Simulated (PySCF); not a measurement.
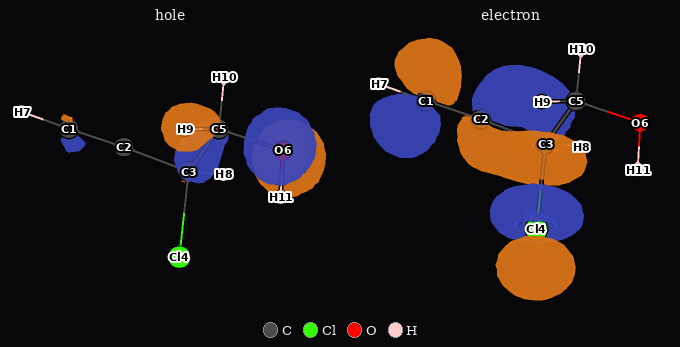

Figure. C4H5ClO, SMILES `C#CC(Cl)CO`. Leading natural transition orbital pair of S₁ (full linear response singlet states); the surfaces enclose about 70 % of each orbital's density.

PySCF calculation, PBE/def2-SVP, gas phase; geometry: GFN2-xTB. No frequency check shows the geometry to be a minimum. GFN2-xTB bond lengths at metals and heavier atoms can be off by up to 0.1 Å and shapes distorted, which carries into these values. Without diffuse functions Rydberg states are missing, so the states' numbers hold for this basis only.

Geometry (Å), atoms numbered from 1:

```
C1      -2.6837   -0.6012   -0.1267
C2      -1.5325   -0.4274    0.1525
C3      -0.1467   -0.1706    0.4466
Cl4      0.2637    1.5182   -0.0886
C5       0.7938   -1.1458   -0.2731
O6       2.1312   -0.9412    0.0720
H7      -3.6942   -0.7724   -0.3507
H8       0.0373   -0.1923    1.5244
H9       0.6399   -1.0598   -1.3584
H10      0.5465   -2.1654    0.0361
H11      2.3528   -0.0193   -0.1176
```

Question: What kind of excitation is it, and where does it lie?

Answer: 5.00 eV (248 nm), f = 0.010, charge transfer, whose energy this functional puts too low; the leading pair carries 100 %; hole on O6 (62 %), C5 (10 %) and H9 (6 %), electron on Cl4 (31 %), C1 and C3 (21 % each) and C2 (16 %); their centroids lie 2.5 Å apart. In canonical orbitals it is mainly HOMO → LUMO (99 %). The HOMO–LUMO gap is 4.92 eV.

The PySCF run took 110 s on 1 thread of Arm Neoverse V1, on a shared host, peak memory 0.59 GiB.
